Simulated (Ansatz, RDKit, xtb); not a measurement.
# Isomers of C5H2ClFOS, a sample narrowed down, part 2 of 2

A sample of isomers of C5H2ClFOS is drawn. Aim: find which of them has the lowest free energy at 298.15 K, then its properties. The sample is small against all isomers, and the most stable one of this formula need not be in it.

xtb, Ansatz and PySCF; isolated molecules.

**6. Ranking at PBE-D3(BJ)/def2-SVP**

```
label     spin  r2SCAN-D4/def2-SVP (kcal/mol)  PBE-D3(BJ)/def2-SVP, relaxed (kcal/mol)   time
c151b  singlet                            0.0                                      0.0  9.6 s
c747a  singlet                            5.8                                      5.1   11 s
c313b  singlet                            6.3                                      5.3   13 s
```

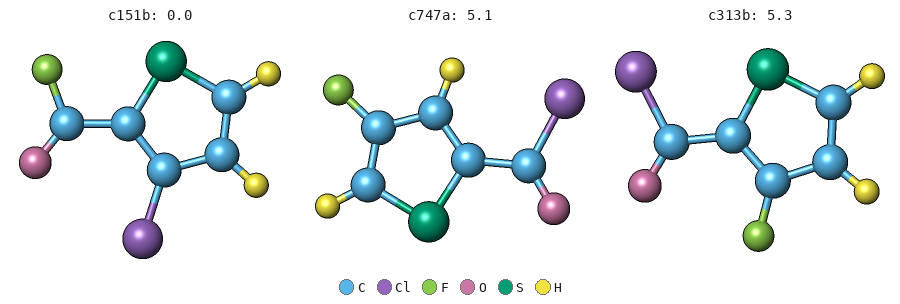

The relaxed structures, with energies at PBE-D3(BJ)/def2-SVP in kcal/mol.

**7. Are they minima? Harmonic frequencies**

The lowest few in one piece go on as finalists. In this search the thermal terms come from GFN2-xTB at its own nearest minimum. The first, c151b:

The input, start.xyz:

```xyz
11
c151b
C     -1.137088    -0.042023    -0.385500
C      0.065298     0.692746    -0.003608
C      1.693020     2.269596     1.027310
C      2.308478     1.407045     0.137989
C      1.378515     0.503637    -0.453332
Cl     1.854246    -0.686905    -1.600086
F     -2.230980     0.449484     0.286669
O     -1.245954    -0.950420    -1.159636
S     -0.002799     1.998151     1.154641
H      2.164344     3.062668     1.621599
H      3.380933     1.407560    -0.093509
```

Run with:

```bash
$ xtb start.xyz --gfn 2 --ohess tight
```

The program printed, cut to the lines that bear on the results:

```text
* xtb version 6.7.1
[...]
          :  # basis functions                  50          :
[...]
          :  # electrons                        48          :
[...]
          :  Hamiltonian                  GFN2-xTB          :
[...]
          :  net charge                          0          :
          :  unpaired electrons                  0          :
[...]
   *** convergence criteria satisfied after 16 iterations ***
[...]
   *** GEOMETRY OPTIMIZATION CONVERGED AFTER 8 ITERATIONS ***
[...]
   *** convergence criteria satisfied after 3 iterations ***
[...]
         ::                     SUMMARY                     ::
         :::::::::::::::::::::::::::::::::::::::::::::::::::::
         :: total energy             -28.305613511585 Eh    ::
         :: gradient norm              0.000146148804 Eh/a0 ::
         :: HOMO-LUMO gap              2.777248281412 eV    ::
         ::.................................................::
         :: SCC energy               -28.560978011712 Eh    ::
         :: -> isotropic ES            0.041606268988 Eh    ::
         :: -> anisotropic ES         -0.001752976902 Eh    ::
         :: -> anisotropic XC         -0.000855016902 Eh    ::
         :: -> dispersion             -0.011639910617 Eh    ::
         :: repulsion energy           0.255364500126 Eh    ::
         :: add. restraining           0.000000000000 Eh    ::
         :: total charge              -0.000000000000 e     ::
         :::::::::::::::::::::::::::::::::::::::::::::::::::::
[...]
        24        2.0000           -0.4226021             -11.4996 (HOMO)
        25                         -0.3205400              -8.7223 (LUMO)
[...]
molecular dipole:
                 x           y           z       tot (Debye)
 q only:        1.349       1.378       0.916
   full:        1.501       1.086       0.627       4.971
molecular quadrupole (traceless):
[...]
          | TOTAL ENERGY              -28.305613511597 Eh   |
          | TOTAL ENTHALPY            -28.239358475537 Eh   |
          | TOTAL FREE ENERGY         -28.282785284471 Eh   |
          | GRADIENT NORM               0.000146326099 Eh/α |
[...]
```

Run time: 0.23 s. Hardware: 4 threads of Arm Neoverse V1, shared host.

**8. Zero-point energy and free-energy terms**

As xtb prints them, at 298.15 K, with its own treatment of low modes:

```csv
label,SMILES,spin,lowest mode (cm⁻¹),zero-point (kcal/mol),G − E (kcal/mol)
c151b,O=C(F)c1sccc1Cl,singlet,63,35.8,14.3
c747a,O=C(Cl)c1cc(F)cs1,singlet,50,35.8,14.3
c313b,O=C(Cl)c1sccc1F,singlet,48,35.9,14.5
```

**9. The final energy**

Each finalist gets a single point at CCSD(T)/def2-SVP + MP2/def2-TZVPP - MP2/def2-SVP.

c151b, CCSD(T)/def2-SVP:

The input, input.yaml:

```yaml
crystal:
  periodic: [false, false, false]
  atoms:
    - {symbol: C, position_ang: [-1.137088, -0.042023, -0.385500]}
    - {symbol: C, position_ang: [0.065298, 0.692746, -0.003608]}
    - {symbol: C, position_ang: [1.693020, 2.269596, 1.027310]}
    - {symbol: C, position_ang: [2.308478, 1.407045, 0.137989]}
    - {symbol: C, position_ang: [1.378515, 0.503637, -0.453332]}
    - {symbol: Cl, position_ang: [1.854246, -0.686905, -1.600086]}
    - {symbol: F, position_ang: [-2.230980, 0.449484, 0.286669]}
    - {symbol: O, position_ang: [-1.245954, -0.950420, -1.159636]}
    - {symbol: S, position_ang: [-0.002799, 1.998151, 1.154641]}
    - {symbol: H, position_ang: [2.164344, 3.062668, 1.621599]}
    - {symbol: H, position_ang: [3.380933, 1.407560, -0.093509]}
basis:
  gaussian:
    orbitals: def2-SVP
correlation:
  method: ccsd_t
  frozen_orbitals: {O: 1, C: 1, S: 5, Cl: 5, H: 0, F: 1}
```

Run with:

```bash
$ ansatz run input.yaml --threads 4 --pin off --max-ram 7830MiB --events-out events.jsonl --progress --plain --runs-dir runs
```

The program printed, cut to the lines that bear on the results:

```text
Warning: RAYON_NUM_THREADS=4 ignored (pool sized by the plan → 4); use --threads N
Functional definition: HF
  name "HF"
[...]
1413 factors; integrals over basis functions are off by at most 1.5e-3 eV
[...]
mean field -33232.11315434 eV, -1221.2576328868 hartree, gradient 3.7e-6 eV, S^2 0.000000; 0 other end points of the search recorded, 0 dependent functions left out; unrestricted orbitals would lower it
17 core orbitals not correlated: weight in the atoms' cores, before any rotation towards them, 1.000 or more for the frozen orbitals, at most 0.000 for the correlated occupied ones
reference -33232.11315434 eV, -1221.2576328868 hartree; 24, 24 occupied and 103, 103 virtual orbitals, 1413 factors
second order -34.74380684 eV of doubles, -0.00000000 eV of singles
cycle   1  -34.39186920 eV  change    3.5e-1 eV  update   1.6e-1
[...]
cycle  11  -35.61996262 eV  change    4.8e-5 eV  update   1.3e-5
perturbative correction -1.42794654 eV, -0.0524760675 hartree
Total energy: -33269.16106350 eV, -1222.6191184364 hartree
```

Run time: 40 s. Hardware: 4 threads of Arm Neoverse V1, shared host; peak memory 1.2 GiB.

**10. c151b at MP2/def2-TZVPP**

Edit input.yaml of step 9 so:

```diff
@@ -1 +1,3 @@
+basis:
+  gaussian: {orbitals: def2-TZVPP}
 crystal:
@@ -14,7 +16,2 @@
     - {symbol: H, position_ang: [3.380933, 1.407560, -0.093509]}
-basis:
-  gaussian:
-    orbitals: def2-SVP
-correlation:
-  method: ccsd_t
-  frozen_orbitals: {O: 1, C: 1, S: 5, Cl: 5, H: 0, F: 1}
+correlation: {method: mp2, frozen_orbitals: {O: 1, C: 1, S: 5, Cl: 5, H: 0, F: 1}}
```

Run with:

```bash
$ ansatz run input.yaml --threads 4 --pin off --max-ram 7830MiB --events-out events.jsonl --progress --plain --runs-dir runs
```

The program printed:

```text
Warning: RAYON_NUM_THREADS=4 ignored (pool sized by the plan → 4); use --threads N
[... 2 set-up lines as earlier in the session ...]
  exchange = exact_x
  correlation = 0
2059 factors; integrals over basis functions are off by at most 9.6e-4 eV
mean field evaluation 1: about -33245.6427 eV, gradient 4.9e1 eV
mean field evaluation 2: about -33246.2130 eV, gradient 5.0e1 eV
mean field evaluation 4: about -33251.7623 eV, gradient 6.7e0 eV
mean field evaluation 8: about -33251.9362 eV, gradient 7.5e-1 eV
mean field evaluation 16: about -33251.9421 eV, gradient 1.2e-6 eV
mean field -33251.94206640 eV, -1221.9863319645 hartree, gradient 1.4e-6 eV, S^2 0.000000; 0 other end points of the search recorded, 0 dependent functions left out; unrestricted orbitals would lower it
17 core orbitals not correlated: weight in the atoms' cores, before any rotation towards them, 1.000 or more for the frozen orbitals, at most 0.000 for the correlated occupied ones
reference -33251.94206640 eV, -1221.9863319645 hartree; 24, 24 occupied and 288, 288 virtual orbitals, 2059 factors
second order -44.03627919 eV of doubles, -0.00000000 eV of singles
Total energy: -33295.97834559 eV, -1223.6046353758 hartree
```

Run time: 12 s. Hardware: 4 threads of Arm Neoverse V1, shared host; peak memory 1.2 GiB.

**11. c747a at CCSD(T)/def2-SVP**

The input, input.yaml:

```yaml
crystal:
  periodic: [false, false, false]
  atoms:
    - symbol: C
      position_ang: [-0.999458, -0.284647, 0.486969]
    - symbol: C
      position_ang: [0.215385, 0.434859, 0.113449]
    - symbol: C
      position_ang: [0.671661, 1.700265, 0.470330]
    - symbol: C
      position_ang: [1.918912, 1.983918, -0.140358]
    - symbol: C
      position_ang: [2.403066, 0.959873, -0.944039]
    - symbol: Cl
      position_ang: [-2.060127, 0.675249, 1.605603]
    - symbol: F
      position_ang: [2.568755, 3.136261, 0.043306]
    - symbol: O
      position_ang: [-1.315825, -1.388099, 0.127078]
    - symbol: S
      position_ang: [1.325732, -0.381846, -0.964385]
    - symbol: H
      position_ang: [0.127507, 2.379196, 1.137735]
    - symbol: H
      position_ang: [3.339942, 0.951704, -1.513383]
basis:
  gaussian:
    orbitals: def2-SVP
correlation:
  method: ccsd_t
  frozen_orbitals: {O: 1, C: 1, S: 5, Cl: 5, H: 0, F: 1}
```

Run with:

```bash
$ ansatz run input.yaml --threads 4 --pin off --max-ram 7830MiB --events-out events.jsonl --progress --plain --runs-dir runs
```

The program printed, cut to the lines that bear on the results:

```text
Warning: RAYON_NUM_THREADS=4 ignored (pool sized by the plan → 4); use --threads N
[... 2 set-up lines as earlier in the session ...]
[...]
1413 factors; integrals over basis functions are off by at most 1.1e-3 eV
[...]
mean field -33231.72967626 eV, -1221.2435403271 hartree, gradient 1.2e-6 eV, S^2 0.000000; 0 other end points of the search recorded, 0 dependent functions left out; unrestricted orbitals would lower it
17 core orbitals not correlated: weight in the atoms' cores, before any rotation towards them, 1.000 or more for the frozen orbitals, at most 0.000 for the correlated occupied ones
reference -33231.72967626 eV, -1221.2435403271 hartree; 24, 24 occupied and 103, 103 virtual orbitals, 1413 factors
second order -34.74130386 eV of doubles, -0.00000000 eV of singles
cycle   1  -34.39895043 eV  change    3.4e-1 eV  update   1.7e-1
[...]
cycle  11  -35.63060683 eV  change    5.8e-5 eV  update   1.7e-5
perturbative correction -1.44148050 eV, -0.0529734313 hartree
Total energy: -33268.80176359 eV, -1222.6059144081 hartree
```

Wall time 39 s (4 threads of Arm Neoverse V1, shared host); peak memory 1.2 GiB.

For c151b, c747a, c313b the log finds that unrestricted Hartree-Fock orbitals lie lower, a sign to watch the closed-shell reference there.

**12. Putting it together**

Energies in kcal/mol from c151b; G adds the thermal terms to the CCSD(T)/def2-SVP + MP2/def2-TZVPP - MP2/def2-SVP energy. The columns left of the relaxed level are at the tight-binding geometries.

| label | SMILES | spin | GFN2-xTB | HF/STO-3G | r2SCAN-D4/def2-SVP | PBE-D3(BJ)/def2-SVP | HF/def2-SVP | MP2/def2-SVP | CCSD(T)/def2-SVP + MP2/def2-TZVPP - MP2/def2-SVP | G | share at equilibrium | T1 |
| --- | --- | --- | --- | --- | --- | --- | --- | --- | --- | --- | --- | --- |
| c151b | O=C(F)c1sccc1Cl | singlet | 0.0 | 0.0 | 0.0 | 0.0 | 0.0 | 0.0 | 0.0 | 0.0 | 100.0 % | 0.015 |
| c747a | O=C(Cl)c1cc(F)cs1 | singlet | 3.8 | -1.2 | 5.8 | 5.1 | 8.8 | 8.9 | 8.0 | 8.0 | < 0.1 % | 0.015 |
| c313b | O=C(Cl)c1sccc1F | singlet | 4.6 | -2.2 | 6.3 | 5.3 | 10.1 | 10.4 | 9.6 | 9.7 | < 0.1 % | 0.016 |

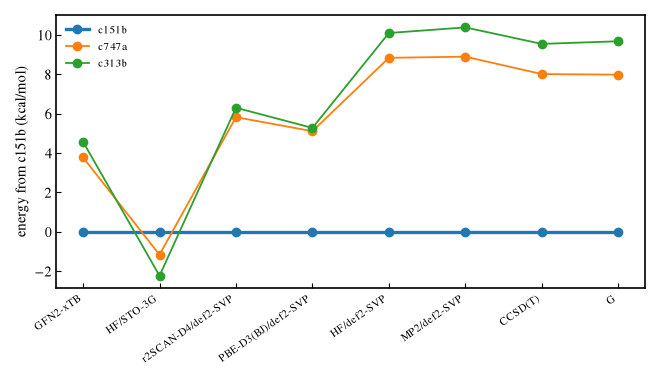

The finalists at each level, measured from c151b.

Lowest found: c151b, `O=C(F)c1sccc1Cl`, a singlet. Bond lengths: C1–C2 1.460 Å, C3–C4 1.383 Å, C2–C5 1.401 Å, C4–C5 1.425 Å, C5–Cl6 1.720 Å, C1–F7 1.375 Å, C1–O8 1.198 Å, C2–S9 1.746 Å, C3–S9 1.722 Å, C3–H10 1.097 Å, C4–H11 1.097 Å. Some angles: C1–C2–C5 128.3°, C1–C2–S9 121.2°, C5–C2–S9 110.5°, C2–C1–F7 110.3°, C2–C1–O8 128.7°, F7–C1–O8 121.0°, C3–C4–C5 111.8°, C4–C3–S9 112.8°, C2–C5–C4 113.1°, C2–C5–Cl6 124.5°.

```xyz
11

C    -1.1371   -0.0420   -0.3855
C     0.0653    0.6927   -0.0036
C     1.6930    2.2696    1.0273
C     2.3085    1.4070    0.1380
C     1.3785    0.5036   -0.4533
Cl    1.8542   -0.6869   -1.6001
F    -2.2310    0.4495    0.2867
O    -1.2460   -0.9504   -1.1596
S    -0.0028    1.9982    1.1546
H     2.1643    3.0627    1.6216
H     3.3809    1.4076   -0.0935
```

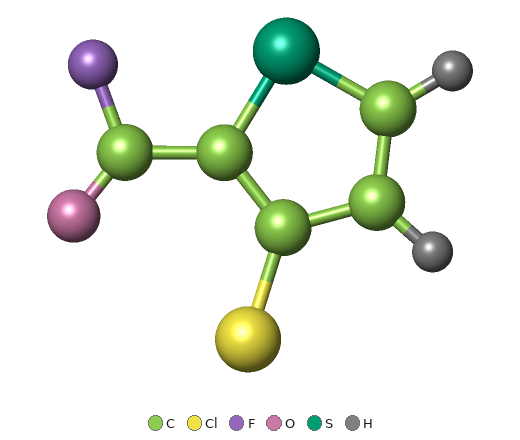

The lowest structure found, seen from a chosen angle (carbon green, chlorine yellow, fluorine purple, oxygen pink, sulfur teal, hydrogen grey).

**13. Results**

The summary covers parts 1 to 2.

```
                                 quantity                                                                     value
                   lowest structure found                                                  O=C(F)c1sccc1Cl, singlet
                            next finalist                      O=C(Cl)c1cc(F)cs1, singlet, 8.0 kcal/mol higher in G
share at equilibrium, among the finalists                                                                   100.0 %
                                   funnel  11 starts, 11 minima at GFN2-xTB, 13 screening runs, 3 relaxed, 3 ranked
                     CPU time of all runs                                                                    14 min
```

In words: The lowest structure found is `O=C(F)c1sccc1Cl`. The margin of 8.0 kcal/mol over the next finalist is beyond the usual error of the last level; it says nothing of structures that weren't ranked. GFN2-xTB, r2SCAN-D4/def2-SVP, PBE-D3(BJ)/def2-SVP, HF/def2-SVP and MP2/def2-SVP already put its bonding pattern lowest among the structures in one piece; HF/STO-3G favours the singlet O=C(Cl)c1sccc1F. The largest share of the time went into the final energies (71 %). Lowest found is not proven lowest: the search is finite, and each finalist counts with one conformer. Only 8 drawn patterns were tried, so whole families of isomers are missing, and the result ranks this sample alone.
